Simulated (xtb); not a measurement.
## CH$_{3}$O$_{2}$Si: energy and gradient calculation

- system: CH$_{3}$O$_{2}$Si, multiplicity 4
- method: GFN2-xTB (xtb 6.7.1)

The geometry is that of the parent species in another charge or spin state. The geometry comes from this level: GFN2-xTB.

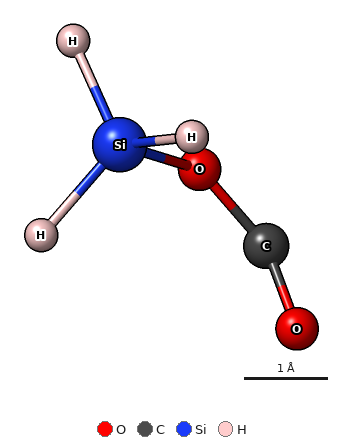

**Figure 1.** The structure (ball-and-stick view, seen at a tilt).

## Input (struc.tmol)
```
$coord
      0.749843326252     -3.796724346031      2.429375214035  o
      2.093117347419     -2.109161122217      1.768726960866  c
      1.755139830030     -0.090895826594      0.494465737770  o
     -0.772160991783      1.256705667399     -0.935603404302  si
      0.514610218258      3.485713220440     -1.890160761634  h
     -2.670542062060      1.744292802075      0.997662010235  h
     -1.669988770854     -0.489930395070     -2.864484654230  h
$end
```

## File .CHRG
```
0
```

## File .UHF
```
3
```

Launch command:
```bash
xtb struc.tmol --grad --json > out.txt 2> xtb.err
```

## The program's output
```
* xtb version 6.7.1
   ID    Z sym.   atoms
    1    8 o      1, 3
    2    6 c      2
    3   14 si     4
    4    1 h      5-7

           -------------------------------------------------
          |                Calculation Setup                |
           -------------------------------------------------

          program call               : xtb struc.tmol --grad --json
          coordinate file            : struc.tmol
          omp threads                :                     1

           -------------------------------------------------
          |                 G F N 2 - x T B                 |
           -------------------------------------------------

      * Hamiltonian:
        H0-scaling (s, p, d)           1.850000    2.230000    2.230000
        zeta-weighting                 0.500000
      * Dispersion:
        s8                             2.700000
        a1                             0.520000
        a2                             5.000000
        s9                             5.000000
      * Repulsion:
        kExp                           1.500000    1.000000
        rExp                           1.000000
      * Coulomb:
        alpha                          2.000000
        third order                    shell-resolved
        anisotropic                    true
        a3                             3.000000
        a5                             4.000000
        cn-shift                       1.200000
        cn-exp                         4.000000
        max-rad                        5.000000

          ...................................................
          :                      SETUP                      :
          :.................................................:
          :  # basis functions                  25          :
          :  # atomic orbitals                  24          :
          :  # shells                           12          :
          :  # electrons                        23          :
          :  max. iterations                   250          :
          :  Hamiltonian                  GFN2-xTB          :
          :  restarted?                      false          :
          :  GBSA solvation                  false          :
          :  PC potential                    false          :
          :  electronic temp.          300.0000000     K    :
          :  accuracy                    1.0000000          :
          :  -> integral cutoff          0.2500000E+02      :
          :  -> integral neglect         0.1000000E-07      :
          :  -> SCF convergence          0.1000000E-05 Eh   :
          :  -> wf. convergence          0.1000000E-03 e    :
          :  Broyden damping             0.4000000          :
          :  net charge                          0          :
          :  unpaired electrons                  3          :
          ...................................................

 iter      E             dE          RMSdq      gap      omega  full diag
   1    -13.2507116 -0.132507E+02  0.764E+00    0.73       0.0  T
   2    -12.2803860  0.970326E+00  0.983E+00    0.05       1.0  T
   3    -13.2015087 -0.921123E+00  0.551E+00    1.35       1.0  T
   4    -13.3385825 -0.137074E+00  0.380E+00    0.52       1.0  T
   5    -13.3806325 -0.420500E-01  0.238E+00    0.38       1.0  T
   6    -13.3783076  0.232496E-02  0.276E+00    0.36       1.0  T
   7    -13.3699126  0.839493E-02  0.245E+00    0.38       1.0  T
   8    -13.3829978 -0.130851E-01  0.102E+00    0.48       1.0  T
   9    -13.3847608 -0.176305E-02  0.202E-01    0.54       1.0  T
  10    -13.3848330 -0.721688E-04  0.219E-01    0.53       1.0  T
  11    -13.3848595 -0.264588E-04  0.115E-01    0.53       1.0  T
  12    -13.3848571  0.231556E-05  0.961E-02    0.53       1.0  T
  13    -13.3848664 -0.921983E-05  0.447E-02    0.53       1.0  T
  14    -13.3848706 -0.426029E-05  0.599E-03    0.53       6.3  T
  15    -13.3848707 -0.801074E-07  0.398E-03    0.53       9.5  T
  16    -13.3848707 -0.246295E-07  0.101E-03    0.53      37.5  T
  17    -13.3848707 -0.110356E-09  0.339E-04    0.53     111.6  T
  18    -13.3848707 -0.395477E-09  0.107E-04    0.53     353.3  T

   *** convergence criteria satisfied after 18 iterations ***

         #    Occupation            Energy/Eh            Energy/eV
      -------------------------------------------------------------
         1        2.0000           -0.7773088             -21.1517
       ...           ...                  ...                  ...
         7        2.0000           -0.5380668             -14.6415
         8        2.0000           -0.4800887             -13.0639
         9        2.0000           -0.4699502             -12.7880
        10        1.7043           -0.4506583             -12.2630
        11        1.2957           -0.4490097             -12.2182
        12        1.0000           -0.2750135              -7.4835
        13        1.0000           -0.2137076              -5.8153 (HOMO)
        14        0.0000           -0.1941538              -5.2832 (LUMO)
        15        0.0000           -0.1902161              -5.1760
        16                         -0.1688824              -4.5955
        17                         -0.0518272              -1.4103
        18                         -0.0337076              -0.9172
       ...                                ...                  ...
        24                          0.7745363              21.0762
      -------------------------------------------------------------
                  HL-Gap            0.0195538 Eh            0.5321 eV
             Fermi-level           -0.3268861 Eh           -8.8950 eV

 SCC (total)                   0 d,  0 h,  0 min,  0.006 sec
 SCC setup                      ...        0 min,  0.000 sec (  1.596%)
 Dispersion                     ...        0 min,  0.000 sec (  0.790%)
 classical contributions        ...        0 min,  0.000 sec (  0.309%)
 integral evaluation            ...        0 min,  0.001 sec ( 12.346%)
 iterations                     ...        0 min,  0.004 sec ( 62.848%)
 molecular gradient             ...        0 min,  0.001 sec ( 19.905%)
 printout                       ...        0 min,  0.000 sec (  1.975%)

         :::::::::::::::::::::::::::::::::::::::::::::::::::::
         ::                     SUMMARY                     ::
         :::::::::::::::::::::::::::::::::::::::::::::::::::::
         :: total energy             -13.284786097959 Eh    ::
         :: gradient norm              0.148475115040 Eh/a0 ::
         :: HOMO-LUMO gap              0.532084902459 eV    ::
         ::.................................................::
         :: SCC energy               -13.384870018420 Eh    ::
         :: -> isotropic ES            0.043874145885 Eh    ::
         :: -> anisotropic ES         -0.005829355563 Eh    ::
         :: -> anisotropic XC         -0.006920930066 Eh    ::
         :: -> dispersion             -0.003054940929 Eh    ::
         :: repulsion energy           0.100083920461 Eh    ::
         :: add. restraining           0.000000000000 Eh    ::
         :: total charge               0.000000000626 e     ::
         :::::::::::::::::::::::::::::::::::::::::::::::::::::

           -------------------------------------------------
          |                Property Printout                |
           -------------------------------------------------

    * Orbital Energies and Occupations

         #    Occupation            Energy/Eh            Energy/eV
      -------------------------------------------------------------
         1        2.0000           -0.7773088             -21.1517
         2        2.0000           -0.7096996             -19.3119
         3        2.0000           -0.6906912             -18.7947
         4        2.0000           -0.5958834             -16.2148
         5        2.0000           -0.5614861             -15.2788
         6        2.0000           -0.5479175             -14.9096
         7        2.0000           -0.5380668             -14.6415
         8        2.0000           -0.4800887             -13.0639
         9        2.0000           -0.4699502             -12.7880
        10        1.7043           -0.4506583             -12.2630
        11        1.2957           -0.4490097             -12.2182
        12        1.0000           -0.2750135              -7.4835
        13        1.0000           -0.2137076              -5.8153 (HOMO)
        14        0.0000           -0.1941538              -5.2832 (LUMO)
        15        0.0000           -0.1902161              -5.1760
        16                         -0.1688824              -4.5955
        17                         -0.0518272              -1.4103
        18                         -0.0337076              -0.9172
        19                          0.2495908               6.7917
        20                          0.4459435              12.1347
        21                          0.6429267              17.4949
        22                          0.6646084              18.0849
        23                          0.7074968              19.2520
        24                          0.7745363              21.0762
      -------------------------------------------------------------
                  HL-Gap            0.0195538 Eh            0.5321 eV
             Fermi-level           -0.3268861 Eh           -8.8950 eV

     #   Z          covCN         q      C6AA      α(0)
     1   8 o        0.856    -0.351    20.733     6.105
     2   6 c        1.761     0.183    26.862     8.381
     3   8 o        1.622    -0.283    18.738     5.843
     4  14 si       3.579     0.366   101.845    19.404
     5   1 h        0.921     0.050     2.321     2.383
     6   1 h        0.920     0.018     2.765     2.601
     7   1 h        0.920     0.018     2.769     2.602

 Mol. C6AA /au·bohr⁶  :        821.694969
 Mol. C8AA /au·bohr⁸  :      28205.974029
 Mol. α(0) /au        :         47.317396

Wiberg/Mayer (AO) data.
largest (>0.10) Wiberg bond orders for each atom

 ---------------------------------------------------------------------------
     #   Z sym  total        # sym  WBO       # sym  WBO       # sym  WBO
 ---------------------------------------------------------------------------
     1   8 o    2.021 --     2 c    1.670     4 si   0.187
     2   6 c    3.335 --     1 o    1.670     3 o    1.216     4 si   0.417
     3   8 o    2.363 --     2 c    1.216     4 si   0.948
     4  14 si   3.720 --     3 o    0.948     7 h    0.730     6 h    0.730
                             5 h    0.708     2 c    0.417     1 o    0.187
     5   1 h    0.860 --     4 si   0.708
     6   1 h    0.837 --     4 si   0.730
     7   1 h    0.837 --     4 si   0.730
 ---------------------------------------------------------------------------

Topologies differ in total number of bonds
Writing topology from bond orders to xtbtopo.mol

molecular dipole:
                 x           y           z       tot (Debye)
 q only:       -0.711       1.629      -1.139
   full:       -0.906       1.454      -1.087       5.156
molecular quadrupole (traceless):
                xx          xy          yy          xz          yz          zz
 q only:        2.099      -0.148      -2.625       0.069       2.799       0.526
  q+dip:        3.115       0.762      -4.155      -0.740       5.173       1.040
   full:        2.979      -0.483      -3.652       0.342       3.686       0.673

           -------------------------------------------------
          | TOTAL ENERGY              -13.284786097959 Eh   |
          | GRADIENT NORM               0.148475115040 Eh/α |
          | HOMO-LUMO GAP               0.532084902459 eV   |
           -------------------------------------------------

------------------------------------------------------------------------
------------------------------------------------------------------------
 total:
 *  cpu-time:     0 d,  0 h,  0 min,  0.021 sec
 * ratio c/w:     1.000 speedup
 SCF:
 *  cpu-time:     0 d,  0 h,  0 min,  0.007 sec
 * ratio c/w:     1.000 speedup
```

## Standard error
```
normal termination of xtb
```

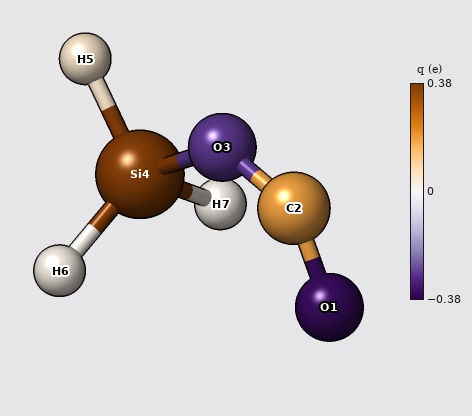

**Figure 2.** Mulliken charges, as the colour of each atom (ball-and-stick view, seen at a tilt; atoms are numbered from 1 in the order of the input). By element: O −0.35 to −0.28, C +0.18, Si +0.37 and H +0.02 to +0.05 e.

## Results in brief

```csv
quantity,value
outcome,converged
electrons treated,23
total energy,−13.284786 hartree
dispersion energy,−0.003055 hartree
basis functions,25
largest force,4.873 eV/Å
dipole moment,5.16 D
hardware,"1 thread of Intel Xeon @ 2.50GHz (Skylake/Cascade Lake), 16 GiB of memory available, shared host"
peak memory,0.071 GiB
```
